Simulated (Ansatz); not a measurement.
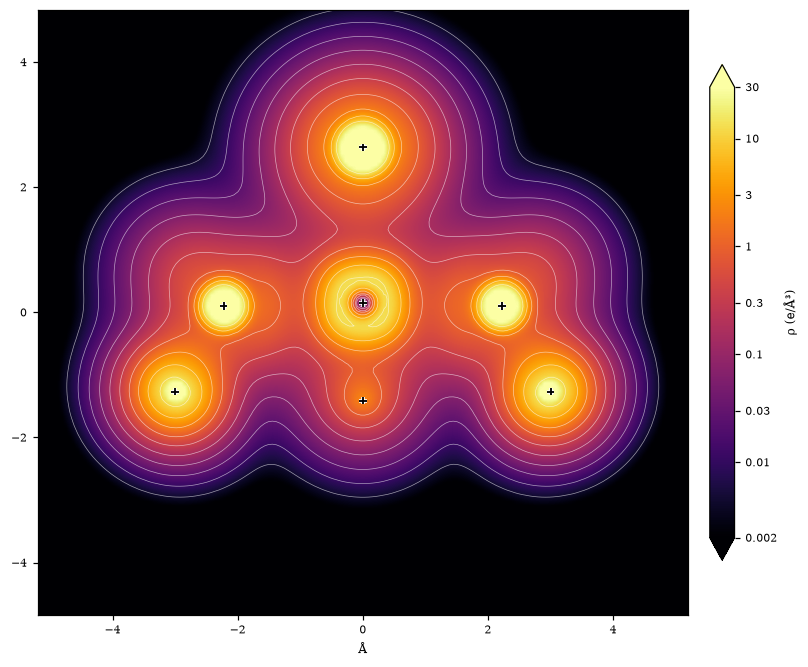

The electron density on a plane through atoms (crosses mark nuclei in the plane).

Level of theory: RKS PBE0-D4/def2-TZVP (Ansatz).

Candidates:
A. CH3NSSn
B. AlH12O6 (charge +3)
C. BrF6HP2Pd

Question: Which candidate gave the map?

Answer: Candidate C: BrF6HP2Pd on the plane of atoms Pd1, P3 and F6, which holds Pd, H, P, F and Br. P–F (1.58 Å): ρ is about 1.5 e/Å³ halfway. P–Pd (2.23 Å): ρ at the midpoint is about 0.76 e/Å³.
